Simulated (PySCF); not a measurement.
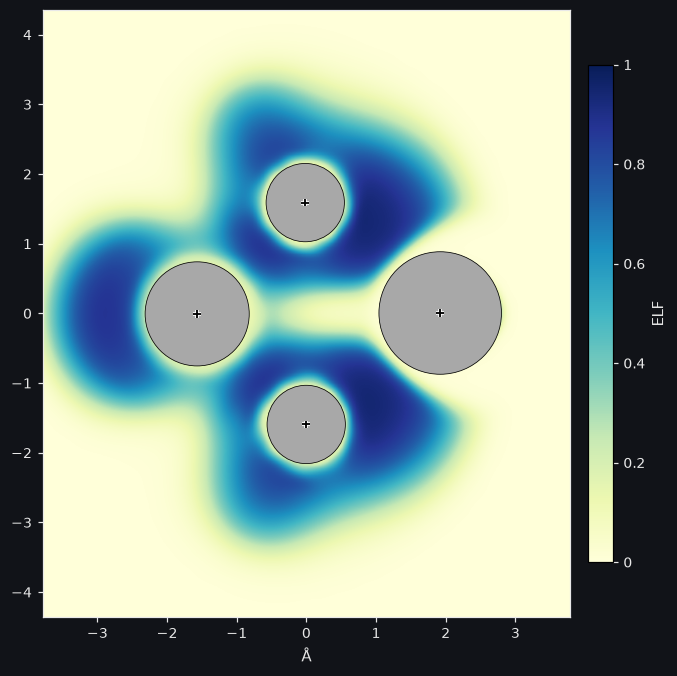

The ELF on a plane through atoms (crosses mark nuclei in the plane; grey discs cover the cores).

Method: PBE0-D3(BJ)/def2-TZVPD, SCF density, gas phase (PySCF).

Candidates:
A. CH₃FNSi (charge −1)
B. AsH₂LiS₂ (charge +1, doublet)

Which system is this?

Answer. Candidate B: AsH₂LiS₂ on the plane of atoms As2, S3 and Li6, which holds S, As and Li. As–S (2.23 Å): the ELF peaks at about 0.85 between the atoms (localised, covalent bonding). Li–S (2.50 Å): the ELF peaks at about 0.90 in the valence shell of S, 1.0 Å from its nucleus, and falls to about 0 next to Li; a closed-shell, largely ionic contact.
